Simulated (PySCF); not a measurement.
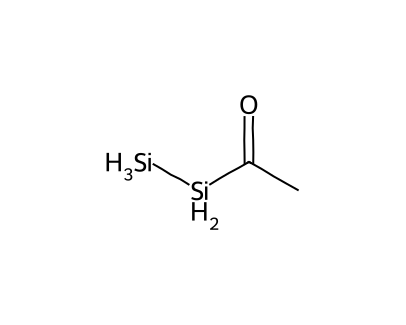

Computed geometry: GFN2-xTB optimisation. No frequency run is at hand to confirm it as a minimum. Level of theory: CAM-B3LYP/def2-SVPD, gas phase (PySCF 2.14.0). Excitations: vertical, linear response.

Predict the main results.

The species is C2H8OSi2 (`CC(=O)[SiH2][SiH3]`).
- dipole moment: 2.65 D
- HOMO energy (Kohn–Sham orbital): −8.29 eV
- LUMO energy (Kohn–Sham orbital): −0.13 eV
- HOMO–LUMO gap: 8.16 eV
- mean static polarisability: 85.2 bohr³
- lowest vertical singlet excitation: 3.53 eV
- its oscillator strength: 0.003
- brightest of the 8 lowest singlets: 7.01 eV
- its oscillator strength: 0.16

The geometry is semi-empirical. Around Si such bond lengths and angles can be off by a tenth of an ångström or more and by several degrees, and values that hang on the shape move with them.
